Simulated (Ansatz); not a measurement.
**Lattice dynamics of PtC (model cell, started as wurtzite)**

Task: relax PtC (model cell, started as wurtzite), then find its harmonic phonons.

Calculated with Ansatz 0.2.0; DFT LDA, scalar-relativistic, plane waves, PAW.

The structure was built from a prototype and need not be the compound's stable phase.

**1. Set-up**

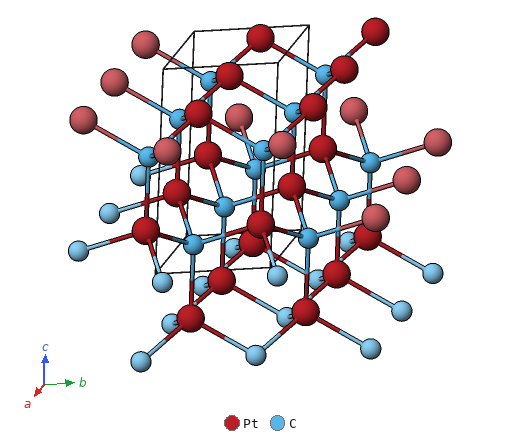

The cell as given, slightly off an axis (platinum red, carbon blue). 3×2×1 cells are drawn. Some periodic images of atoms are drawn too.

As a file:

```cif
data_structure
_symmetry_space_group_name_H-M 'P6_3mc'
_symmetry_Int_Tables_number 186
_cell_length_a 3.1587
_cell_length_b 3.1587
_cell_length_c 5.7777
_cell_angle_alpha 90.000
_cell_angle_beta 90.000
_cell_angle_gamma 120.000
_cell_volume 49.92
loop_
_atom_site_label
_atom_site_type_symbol
_atom_site_symmetry_multiplicity
_atom_site_Wyckoff_symbol
_atom_site_fract_x
_atom_site_fract_y
_atom_site_fract_z
_atom_site_occupancy
Pt1 Pt 2 b 0.33333 0.66667 0.00739 1
C1 C 2 b 0.33333 0.66667 0.36761 1
```

**2. Response at finite wavevector**

Stability and thermal properties need the whole zone. Linear response on a 3×3×2 q mesh gives force constants as far as a supercell of that size would.

Contents of input.yaml:

```yaml
crystal:
  lattice:
    - [3.1586945837, 0.0, 0.0]
    - [-1.5793472918, 2.7355097523, 0.0]
    - [0.0, 0.0, 5.7777226655]
  atoms:
    - { symbol: Pt, position: [0.3333333333, 0.6666666667, 0.0073871745] }
    - { symbol: Pt, position: [0.6666666667, 0.3333333333, 0.5073871745] }
    - { symbol: C, position: [0.3333333333, 0.6666666667, 0.3676128255] }
    - { symbol: C, position: [0.6666666667, 0.3333333333, 0.8676128255] }
kpoints:
  mp_grid: { grid: [15, 15, 8] }
hamiltonian:
  xc: lda
scf:
  occupations: { method: methfessel_paxton, width: 0.15 }
output:
  eigenvalues: true
phonons:
  method: dfpt
  qmesh: [3, 3, 2]
  temperatures: { t_max: 1000, t_step: 50 }
  qpath:
    path:
      - [[0.0, 0.0, 0.0], [0.5, 0.0, 0.0], [0.33333333, 0.33333333, 0.0], [0.0, 0.0, 0.0], [0.0, 0.0, 0.5], [0.5, 0.0, 0.5], [0.33333333, 0.33333333, 0.5], [0.0, 0.0, 0.5]]
      - [[0.5, 0.0, 0.5], [0.5, 0.0, 0.0]]
      - [[0.33333333, 0.33333333, 0.5], [0.33333333, 0.33333333, 0.0]]
    npoints: 10
```

Command:

```bash
$ ansatz run input.yaml --threads 4 --pin off --max-ram 7168MiB --backend cpu --events-out ev --progress --plain --runs-dir out
```

Numbers of over 12 decimals in the logs are rounded to 6 here.

What it wrote:

```text
Warning: phonons: the dynamical matrix that this run interpolates holds no multipole term above the dipole-dipole one, and a site of this crystal is no centre of inversion, so its interpolated transverse optical and acoustic branches and sound speeds can stay off near Gamma, and the density of states and the thermodynamics with them. What a run solves at a wave vector of phonons.qpoints, Gamma apart, where the deck admits one, is free of this, and under fd what a larger phonons.supercell samples
Engine: ansatz 0.2.0, x86_64-unknown-linux-gnu
Pseudopotentials: kind: paw
Pseudopotential: Pt, paw, valence charge 18, recommended cutoff 420 eV (normal), Pt.paw.azcp
Pseudopotential: C, paw, valence charge 4, recommended cutoff 420 eV (normal), C.paw.azcp
Functional definition: SPW92
  exchange = slater_x
  correlation = pw_c
Crystal: 4 atoms, lattice volume = 49.923 Å³
Basis set: ecut = 420 eV, 931 PW (Γ), exchange–correlation on 48×48×80 points (8 copies of the dense FFT grid, shifted against one another)
Bands: 27, of which v1, the nominal top of the filled ones, is band 22 counted from 1 (21 counted from 0)
Symmetry: 12 space group operations
k-points: 135 of 1800 (time reversal used)
Non-local potential: Pt, projectors of the file, l = 0: 3, l = 1: 2, l = 2: 2, l = 3: 1
Non-local potential: C, projectors of the file, l = 0: 2, l = 1: 2, l = 2: 1
PAW form: soft (Blöchl's): semilocal exchange-correlation on the pseudo side does not see the compensation charge
PAW frozen core: Pt, regenerated for the run's functional, and the local potential with it (the file was generated under x = pbe(κ = 0.804, μ = 0.219515), c = pbe(β = 0.066725))
PAW frozen core: C, regenerated for the run's functional, and the local potential with it (the file was generated under x = pbe(κ = 0.804, μ = 0.219515), c = pbe(β = 0.066725))
PAW one-centre angular grid: Pt, 590 points (default); XC on 64 Gauss nodes
PAW one-centre angular grid: C, 110 points (default); XC on 64 Gauss nodes
Initial density: superposition of atomic densities (neutral atoms: chi_scale 0, normalization atom), corrected by the library's trained network
Initial wavefunctions: pseudopotential atomic-orbital guess
Functional: x = slater, c = lda
SCF iter   1: F=—  HF=-24972.167742 eV  |F-HF|=—  |Δ(HF+E_count)|=         —  Δρ=1.06e-2  dr2=3.87e-2  ethr=1.77e-3  ⟨swp⟩=5.3  Hψ=14064  notcnv=0
preconditioner: auto → Kerker (q_TF=auto, 2.671 Å⁻¹)  [metal: Δε(μ)=0.006 eV  Ē_g=8.995 eV  σ=0.150 eV  W_gap=0.04  n_scr=22 (ndim 8)  ℏωp=27.8 eV  f_vac=0.001  D(μ)=1.82/eV (n_scr^D=22)]
SCF iter   2: F=—  HF=-24972.159032 eV  |F-HF|=—  |Δ(HF+E_count)|=   8.71e-3  S|Δr|=    0.00e0  Δρ=5.38e-3  dr2=9.87e-3  ethr=8.80e-5  ⟨swp⟩=1.7  Hψ=5879  notcnv=0
SCF iter   3: F=—  HF=-24972.155903 eV  |F-HF|=—  |Δ(HF+E_count)|=   3.13e-3  S|Δr|=    0.00e0  Δρ=9.14e-4  dr2=4.80e-4  ethr=2.24e-5  ⟨swp⟩=2.0  Hψ=5178  notcnv=0
SCF iter   4: F=—  HF=-24972.155795 eV  |F-HF|=—  |Δ(HF+E_count)|=   1.08e-4  S|Δr|=    0.00e0  Δρ=2.23e-4  dr2=2.52e-5  ethr=1.09e-6  ⟨swp⟩=2.1  Hψ=5095  notcnv=0
SCF iter   5: F=—  HF=-24972.155792 eV  |F-HF|=—  |Δ(HF+E_count)|=   3.45e-6  S|Δr|=    0.00e0  Δρ=5.16e-5  dr2=1.40e-6  ethr=5.73e-8  ⟨swp⟩=1.9  Hψ=5118  notcnv=0
SCF iter   6: F=—  HF=-24972.155794 eV  |F-HF|=—  |Δ(HF+E_count)|=   2.52e-6  S|Δr|=    0.00e0  Δρ=1.33e-5  dr2=8.33e-8  ethr=3.17e-9  ⟨swp⟩=2.4  Hψ=5660  notcnv=0
SCF iter   7: F=—  HF=-24972.155794 eV  |F-HF|=—  |Δ(HF+E_count)|=   4.49e-9  S|Δr|=    0.00e0  Δρ=3.15e-6  dr2=5.21e-9  ethr=1.89e-10  ⟨swp⟩=2.7  Hψ=6259  notcnv=0
SCF iter   8: F=—  HF=-24972.155794 eV  |F-HF|=—  |Δ(HF+E_count)|=  2.11e-10  S|Δr|=    0.00e0  Δρ=5.63e-7  dr2=1.37e-10  ethr=1.18e-11  ⟨swp⟩=2.1  Hψ=5400  notcnv=0
SCF iter   9: F=-24972.155794 eV  HF=-24972.155794 eV  |F-HF|=3.64e-12  |Δ(HF+E_count)|=    0.00e0  S|Δr|=    0.00e0  Δρ=1.09e-7  dr2=4.45e-12  ethr=1.00e-12  ⟨swp⟩=7.0  Hψ=16106  notcnv=0
SCF 1 converged in 9 iterations: F = -24972.155794 eV  dr2 = 4.45e-12
  greatest PAW one-centre occupation: 1.000 electrons in one spin orbital (limit 2), on the Pt atom at site 1 (counted from 0), in its partial waves of l = 0
Initial density: read from a saved state, or passed on in memory by an earlier SCF of this step, an earlier step, the calling program or the single point that the run made first
iter 1 solved again at ethr=9.57e-8 eV; its pass at ethr=3.10e-3 eV (dr2=4.21e-5 eV) is discarded
SCF iter   1: F=—  HF=-24972.155792 eV  |F-HF|=—  |Δ(HF+E_count)|=         —  Δρ=5.75e-7  dr2=8.09e-11  ethr=9.57e-8  ⟨swp⟩=3.0  Hψ=23007  notcnv=0
eigensolver tolerance schedule: the retry pair's looser diagonalisation over-reported the residual by 520283.45 of it (diagonalisation noise at an unbounded share of the residual, at the tolerance the schedule requests for it); recorded, not acted on — ethr = c·dr2/N_el stays at c = 1.0e-1
preconditioner: auto → Kerker (q_TF=auto, 2.671 Å⁻¹)  [metal: Δε(μ)=0.011 eV  Ē_g=9.004 eV  σ=0.150 eV  W_gap=0.06  n_scr=22 (ndim 8)  ℏωp=27.8 eV  f_vac=0.000  D(μ)=1.79/eV (n_scr^D=22)]
SCF iter   2: F=—  HF=-24972.155794 eV  |F-HF|=—  |Δ(HF+E_count)|=   2.13e-6  S|Δr|=    0.00e0  Δρ=2.42e-7  dr2=1.30e-11  ethr=1.00e-12  ⟨swp⟩=3.7  Hψ=9988  notcnv=0
SCF iter   3: F=-24972.155794 eV  HF=-24972.155794 eV  |F-HF|=7.28e-12  |Δ(HF+E_count)|=  7.28e-12  S|Δr|=    0.00e0  Δρ=1.62e-7  dr2=6.08e-12  ethr=1.00e-12  ⟨swp⟩=2.8  Hψ=8066  notcnv=0
SCF 2 converged in 3 iterations: F = -24972.155794 eV  dr2 = 6.08e-12
phonons: the bands overlap, so this run is a metal and interpolates without the dipole-dipole term. If the crystal is really an insulator or semiconductor, its LO-TO splitting is missing
NSCF: frozen V_eff on 135 k-points
WARN: eigensolver did not converge (k=133): 1 band(s) unlocked after 20 sweeps at ethr=1.79e-12 eV (storage-precision floor; scheduled 1.00e-12 eV) (lowest unlocked band 26, counted from 0; max residual 2.31e-4 eV among the unlocked bands, 2.31e-4 eV over every band; other slots of this pass that fall short are told together in one closing line; warning suppressed until the next SCF loop or pass starts)
WARN: eigensolver did not converge in 2 slots of this pass, the one above among them; of largest residual over every band (k=134): 1 band(s) unlocked (lowest unlocked band 26, counted from 0; max residual 3.90e-3 eV among the unlocked bands, 3.90e-3 eV over every band); of lowest unlocked band (k=133): band 26
NSCF: frozen V_eff on 488 k-points
DFPT response loops at q = (0, 0, 0) (fractional): preconditioner auto → Kerker (q_TF=auto, 2.671 Å⁻¹) (partly filled bands, converged f_vac=0.000); β = 1.00, the filter's whole step (`scf.mixing.beta` (0.50) is not read by the response loops under this deck's `scf.mixing.preconditioner`; to damp them name `kerker` or `kerker_dos`, under which they read `scf.mixing.beta`, and type it under 1.00, their step now; both keys bind the ground state too); Broyden in place of MSR1
NSCF: frozen V_eff on 976 k-points
DFPT response loops at q = (0, 0, -0.5) (fractional): mixed as the last ones told, above
NSCF: frozen V_eff on 1920 k-points
DFPT response loops at q = (0, 0.333333, 0) (fractional): mixed as the last ones told, above
NSCF: frozen V_eff on 1920 k-points
DFPT response loops at q = (0, 0.333333, -0.5) (fractional): mixed as the last ones told, above
NSCF: frozen V_eff on 1830 k-points
DFPT response loops at q = (0.333333, 0.333333, 0) (fractional): mixed as the last ones told, above
NSCF: frozen V_eff on 1830 k-points
DFPT response loops at q = (0.333333, 0.333333, -0.5) (fractional): mixed as the last ones told, above
SCF converged after 9 iterations
Stability not checked: this state was not tested for a lower state beside it, because cold or Methfessel-Paxton smearing, or corrected tetrahedra, fill the levels in a way that the test cannot read (fill_not_monotonic; see scf.lower_state_search)
Free energy (F): -24972.155794 eV
Harris-Foulkes:  -24972.155794 eV  (|F-HF|=3.64e-12)
Internal energy: -24972.154306 eV  (E = F + TS)
E sigma→0 (E₀):  -24972.155422 eV
Entropy (-TS):   -0.001488 eV (-0.372 meV/atom)
Fermi energy:    17.025761 eV
--- Per-component energies (eV) ---
  E_band       = -471.353305
  E_kinetic    = 1448.595769
  E_local      = -4029.184251  (includes V_loc(G=0)·N_el)
  E_nonlocal   = 467.358694
  E_hartree    = 1484.453919
  E_xc         = -615.278345
  E_vxc        = -722.859930  (∫ρ·V_xc dr)
  E_paw        = -18537.296879  (= ΣΔE_a)
  E_vpaw       = -604.171836  (= ΣTr[D̂ρ^β])
  E_aug_tail   = 0.000408  (compensation charges beyond the density's cutoff)
  E_ewald      = -5191.857025
  E_core_change = 1.053404  (= ΣΔE_core)
  E_smearing   = -0.001488  (= −TS)
  E_closure    = -0.000000  (closes the sum)
  Σ components = -24972.155794   (vs F -24972.155794, Δ=0.00e0)
--- Band table (eV; the first three rows and the last of 135) ---
  k-point 0: bands = [... 18 lower, 13.5796, 13.5796, 14.2342, 19.7235, 19.7554, 19.7554, 21.6543, 22.0061, ... 1 higher]
  k-point 1: bands = [... 18 lower, 13.5548, 13.5548, 14.5522, 19.6574, 19.8203, 19.8203, 21.6557, 21.8956, ... 1 higher]
  k-point 2: bands = [... 18 lower, 13.4800, 13.4800, 15.3767, 19.3585, 20.0147, 20.0147, 21.5964, 21.5964, ... 1 higher]
  k-point 134: bands = [... 18 lower, 13.9751, 13.9751, 15.5927, 15.5927, 16.6773, 16.6773, 18.6087, 18.6087, ... 1 higher]
--- Phonons (Γ-DFPT): 4 representative perturbations + reference (Σ response iterations 14) ---
  ASR residual: 3.152e-5 → 0.000e0 eV/Å²; symmetrization residual: 6.069e-7 eV/Å²
  ASR residual per site (eV/Å²): 3.15e-5 3.15e-5 8.39e-6 8.39e-6
  Γ frequencies (cm⁻¹): 0.00 0.00 0.00 58.55 58.55 143.24 466.56 551.51 551.51 553.23 553.23 573.23
--- Phonons (arbitrary-q DFPT): 6 irreducible q on the 3×3×2 mesh ---
  q = [0.0000, 0.0000, 0.0000] (star 1, of the zone-centre solve; hermiticity 7.96e-8, symmetrization 6.00e-11): -0.00 -0.00 -0.00 58.55 58.55 143.24 466.56 551.51 551.51 553.23 553.23 573.23
  q = [0.0000, 0.0000, -0.5000] (star 1, 4 solved perturbations in 1360 linear systems a pass and spin channel, the states on 488 of 1800 k-point pairs; hermiticity 6.58e-5, symmetrization 2.24e-5): 38.69 38.69 38.69 38.69 121.63 121.63 566.96 566.96 566.96 566.96 603.06 603.06
  q = [0.0000, 0.3333, 0.0000] (star 6, 12 solved perturbations on 960 of 1800 k-point pairs; hermiticity 2.26e-7, symmetrization 4.08e-8): -94.39 23.66 64.90 68.93 123.98 149.39 459.36 521.09 539.68 543.20 595.40 629.03
  q = [0.0000, 0.3333, -0.5000] (star 6, 12 solved perturbations on 960 of 1800 k-point pairs; hermiticity 2.85e-7, symmetrization 2.66e-8): 58.36 58.36 65.61 65.61 132.97 132.97 523.87 523.87 551.56 551.56 609.50 609.50
  q = [0.3333, 0.3333, 0.0000] (star 2, 4 solved perturbations in 2476 linear systems a pass and spin channel, the states on 915 of 1800 k-point pairs; hermiticity 1.73e-7, symmetrization 2.38e-8): -35.70 -35.70 86.39 86.51 143.31 143.31 472.60 472.60 568.30 581.96 613.65 613.65
  q = [0.3333, 0.3333, -0.5000] (star 2, 4 solved perturbations in 2476 linear systems a pass and spin channel, the states on 915 of 1800 k-point pairs; hermiticity 1.68e-5, symmetrization 7.95e-6): 82.83 82.83 95.23 95.23 133.38 133.38 501.21 501.21 591.58 591.58 596.93 596.93
  sum rule: each row above includes the acoustic sum rule's correction from the zone centre's row sums; it moved no ω² by more than (0.44 cm⁻¹)²
  mesh force constants: q→R imaginary residual 1.37e-16; ASR residual 3.152e-5 → 0.000e0 eV/Å²; symmetrization residual 1.421e-14 eV/Å²
  interpolated dispersion: 93 rows × 12 modes
  density of states and harmonic sums: on the 24×24×12 q-mesh, interpolated from the force constants of a 3×3×2 supercell (no non-analytic term)
  largest difference from the sums on the solved wave vectors: F 1.80e-2 eV, S 2.21e-5 and C_V 6.02e-6 eV/K
  zero-point energy: 0.236009 eV/cell   skipped modes (ω ≤ 0): 282, of them read as no rigid motion or as one in doubt: 279 (6.745e-1 modes/cell left out, lowest -94.39 cm⁻¹)   left out of the sums: 5.62e-2 of the cell's modes: C_V's classical limit lies that fraction below 3 k_B per atom; for a crystal, a wire or a layer, F and S can be off by more, and a phonons.interpolated_qmesh denser along its periods is the remedy for the sampling
```

It took 11 min on 4 threads of Intel Xeon Platinum 8488C (Sapphire Rapids), shared host; peak memory 3.1 GiB; 43 min of CPU time.

This step gave:

* volume per atom: 12.48 Å³
* gap on the k-mesh: 0 eV
* sum-rule residual before enforcement: 3.15e-5 eV/Å²
* lowest frequency on the path: -94.50 cm⁻¹
* point group: 6mm
* highest frequency on the path or at a solved wavevector: 645.1 cm⁻¹
* highest optical mode at the zone centre (no LO-TO term): 573.2 cm⁻¹
* lowest optical zone-centre mode: 58.55 cm⁻¹
* lowest mode on the q mesh (acoustic modes at Γ apart): -94.39 cm⁻¹

Frequencies (cm⁻¹) solved at each irreducible wavevector; negative means imaginary. Frequencies by wavevector, by row:

```
q in reciprocal lattice units  star  mode 1  mode 2  mode 3  mode 4  mode 10  mode 11  mode 12
                        0 0 0     1       0       0       0    58.5    553.2    553.2    573.2
                     0 0 -0.5     1    38.7    38.7    38.7    38.7      567    603.1    603.1
                   0 0.3333 0     6   -94.4    23.7    64.9    68.9    543.2    595.4      629
                0 0.3333 -0.5     6    58.4    58.4    65.6    65.6    551.6    609.5    609.5
              0.3333 0.3333 0     2   -35.7   -35.7    86.4    86.5      582    613.6    613.6
           0.3333 0.3333 -0.5     2    82.8    82.8    95.2    95.2    591.6    596.9    596.9
```

Interpolated from a 3×3×2 q mesh. The phonon branches at the labelled points (cm⁻¹):

```
    point  branch 1  branch 2  branch 3  branch 4  branch 9  branch 10  branch 11  branch 12
        Γ         0         0         0        58       552        553        553        573
        M       -85       -30        71        71       540        540        613        645
        K       -36       -36        86        86       568        582        614        614
        Γ         0         0         0        58       552        553        553        573
        A        39        39        39        39       567        567        603        603
        L        61        61        70        70       550        550        625        625
        H        83        83        95        95       592        592        597        597
        A        39        39        39        39       567        567        603        603
jump to L        61        61        70        70       550        550        625        625
        M       -85       -30        71        71       540        540        613        645
jump to H        83        83        95        95       592        592        597        597
        K       -36       -36        86        86       568        582        614        614
```

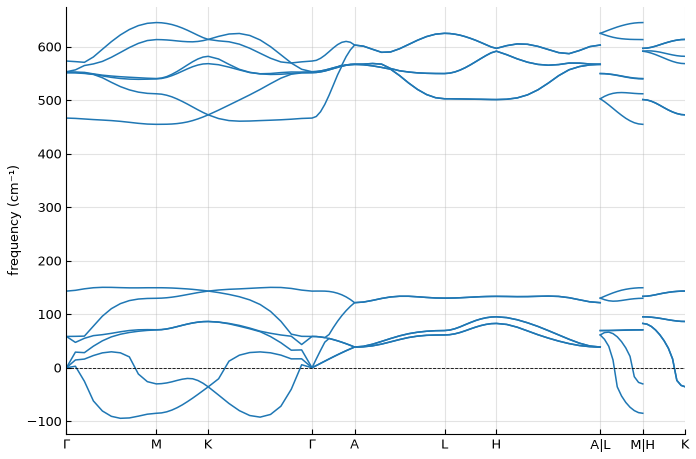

Phonon branches along the path.

The phonon density of states has structure finer than the step of the table below, so its rows give means over 50 cm⁻¹, whole bins alone (the curve runs from -95 to 645 cm⁻¹). Peaks (cm⁻¹: height): 65.0: 0.0814, 145.0: 0.0710, 505.0: 0.0319, 555.0: 0.0952, 605.0: 0.0565.

Tetrahedra on a 24×24×12 mesh, mean over bins of 10 cm-1. Interpolated from a 3×3×2 q mesh. Table of phonon density of states by wavenumber; means over each step:

```csv
wavenumber (cm⁻¹),phonon density of states (1/cm⁻¹/cell)
-50,0.00711
0,0.00631
50,0.0472
100,0.0253
150,0.0304
200,0
250,0
300,0
350,0
400,0
450,0.00735
500,0.0228
550,0.0492
600,0.0348
```

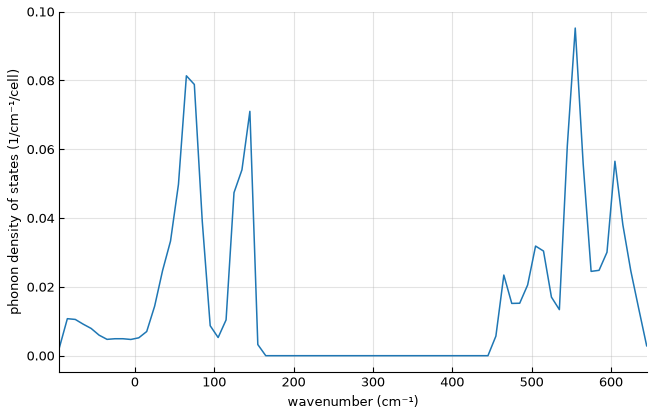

Phonon density of states against wavenumber.

The partial phonon density of states has structure finer than the step of the table below, so its rows give means over 50 cm⁻¹, whole bins alone (the curve runs from -104 to 674 cm⁻¹). Peaks (cm⁻¹: height): C 507.7: 0.0293, 551.7: 0.0818, 605.6: 0.0497; Pt 67.0: 0.0786, 130.6: 0.0550.

Phonopy on the run's constants, 21x21x11 mesh, Gaussian sigma 5.6 cm-1. Interpolated from a 3×3×2 q mesh. The partial phonon density of states by wavenumber; means over each step; values in 1/cm⁻¹/cell:

```
wavenumber (cm⁻¹)        C       Pt
              -50   6.9e-4  0.00673
                0   3.9e-4  0.00516
               50  0.00257   0.0448
              100   9.1e-4   0.0246
              150   2.4e-4   0.0302
              200        0        0
              250        0        0
              300        0        0
              350        0        0
              400        0        0
              450  0.00666   7.5e-4
              500   0.0210  0.00155
              550   0.0468  0.00230
              600   0.0344   5.8e-4
```

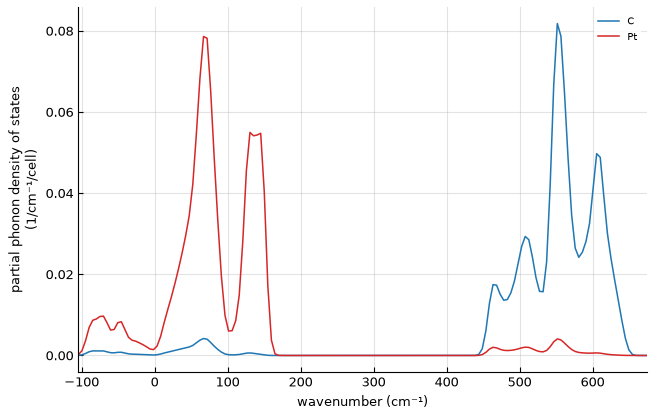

Partial phonon density of states against wavenumber.

Symmetry leaves 6 wavevectors to solve. The lowest mode among them, the acoustic zeros apart, lies at q = (0, 0.333, 0) and is imaginary, 94.4i cm⁻¹, so the energy falls along it.

**3. Summary of results**

- space group (within 0.01 Å): P6_3mc
- volume per atom: 12.5 Å³
- electronic character: no gap on this mesh
- highest optical mode at the zone centre (no LO-TO term): 573 cm⁻¹
- lowest optical zone-centre mode: 58.5 cm⁻¹
- lowest mode on the q mesh (acoustic modes at Γ apart): -94.4 cm⁻¹
- highest frequency on the path or at a solved wavevector: 645 cm⁻¹
- imaginary modes on the 3×3×2 q mesh: yes

What this shows: Modes are clearly imaginary (beyond 10i cm⁻¹) at 2 of the 6 irreducible wavevectors, most at q = (0, 0.333, 0) (94.4i cm⁻¹), so this structure is not a minimum of the energy. The optical modes at Γ span 59 to 573 cm⁻¹. With no gap, or one that is small against the smearing, the frequencies hang on the k mesh and the smearing, most of all near Kohn anomalies. Spin-orbit coupling is left out, which can matter for the heavy elements here. A phonon run warned that its eigensolver left some bands unconverged in a pass. The starting cell was built on a prototype and not taken from a measurement, so the phase need not exist. These are harmonic frequencies at zero temperature: anharmonic shifts, linewidths and thermal expansion are left out.

[Logs are printed without paths, hosts, clocks, repeated set-up lines and the standing remarks that a program may print on its own settings, such as how far it seeks lower states.]

[Hosts, paths, dates, database ids (printed as entryN), source tags and the programs' standing remarks are cut or masked in the printed files.]
